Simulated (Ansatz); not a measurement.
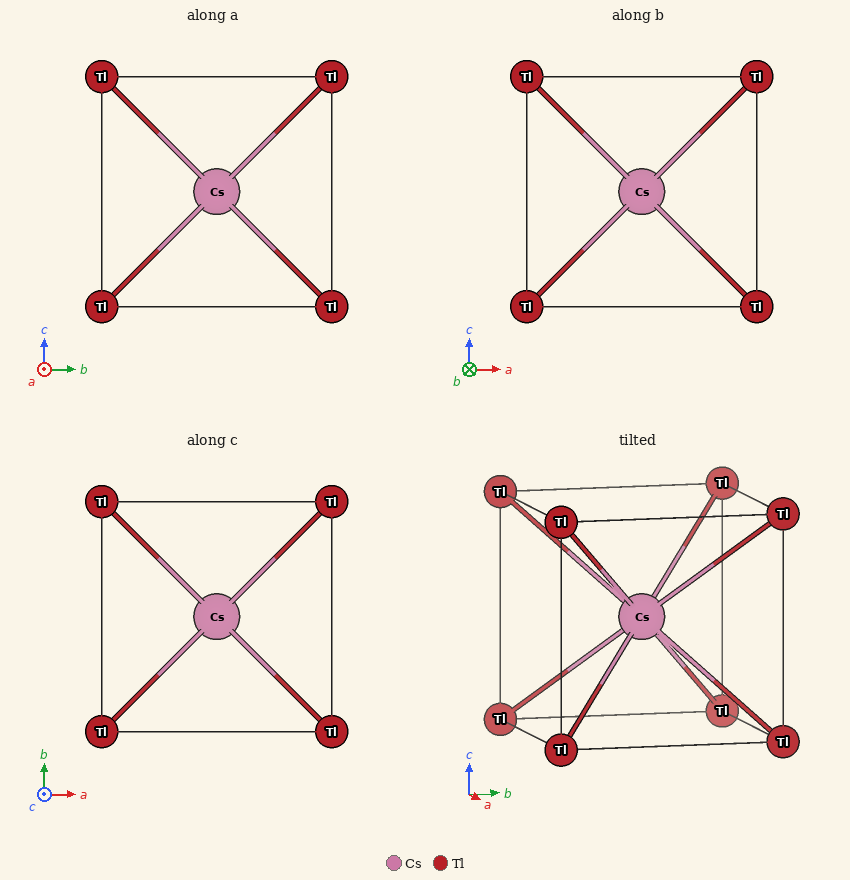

An orthographic ball-and-stick view of the structure, along the a axis, along the b axis, along the c axis and slightly off an axis. The parallelepiped is the conventional unit cell.

Lattice parameters: a = 4.568 Å, b = 4.568 Å, c = 4.568 Å, α = 90.00°, β = 90.00°, γ = 90.00°. Put a along x and b in the xy plane.

Give the structure in the form of a POSCAR file.

Answer.
```
Cs Tl
1.0
     4.568    0.000    0.000
     0.000    4.568    0.000
     0.000    0.000    4.568
Cs Tl
1 1
Direct
  0.5000 0.5000 0.5000
  0.0000 0.0000 0.0000
```

Provenance: a structure type filled with these elements by a generator (whether the compound takes this form wasn't checked). The cell was then strained or its atoms displaced on purpose. Ansatz was used for an electronic-structure calculation on it.
